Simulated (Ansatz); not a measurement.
# H4O2SSi: the cost of one run

Program: Ansatz 0.2.0, Gaussian basis. Level of theory: PBE0-D4/def2-SVP. These are calculated values, not measurements.

116 further runs of the same task are left out: 116 set aside as unsound or not needed.

## Step 1: The starting structure

The start, a pair relaxed at PBE0-D4: SMILES `[SiH4].O=S=O`, 8 atoms, charge 0, spin multiplicity 1.

Atoms are counted from 1 here; the program's logs count them from 0.

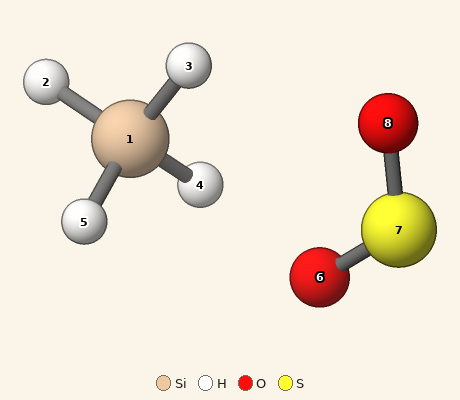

Start geometry, drawn with silicon light orange, hydrogen white, oxygen red, sulfur yellow; atoms are numbered from 1 in the order of the file.

Geometry (Å):

```xyz
8
charge 0, multiplicity 1
Si   -0.0957   -0.0618   -1.4370
H     0.2089   -0.2012   -2.8857
H     1.1727   -0.0978   -0.6681
H    -0.9702   -1.1855   -1.0178
H    -0.7887    1.2302   -1.2089
O    -0.9469    0.2153    1.8166
S     0.0147    0.0700    2.8678
O     1.4050    0.0304    2.5329
```

## Step 2: Dynamics

md/in.yaml

```yaml
crystal:
  periodic: [false, false, false]
  atoms:
    - {symbol: Si, position_ang: [-0.095697, -0.061762, -1.437030]}
    - {symbol: H, position_ang: [0.208940, -0.201157, -2.885720]}
    - {symbol: H, position_ang: [1.172730, -0.097771, -0.668073]}
    - {symbol: H, position_ang: [-0.970158, -1.185467, -1.017808]}
    - {symbol: H, position_ang: [-0.788667, 1.230205, -1.208912]}
    - {symbol: O, position_ang: [-0.946891, 0.215338, 1.816611]}
    - {symbol: S, position_ang: [0.014719, 0.070025, 2.867832]}
    - {symbol: O, position_ang: [1.405024, 0.030389, 2.532899]}
basis:
  gaussian: {orbitals: def2-SVP}
hamiltonian: {xc: pbe0, dispersion: d4}
md: {n_steps: 30, timestep: 0.75, temperature: 300, ensemble: nvt_langevin, seed: 695, friction: 0.01, initial_velocities: maxwell_boltzmann}
```

The run is started by

```sh
$ ansatz run in.yaml --threads 4 --pin off --events-out ev --progress --plain --max-ram 9574MiB
```

**Question.** How long does this run take on 4 threads of Arm Neoverse V2, shared host?

About 28 s.
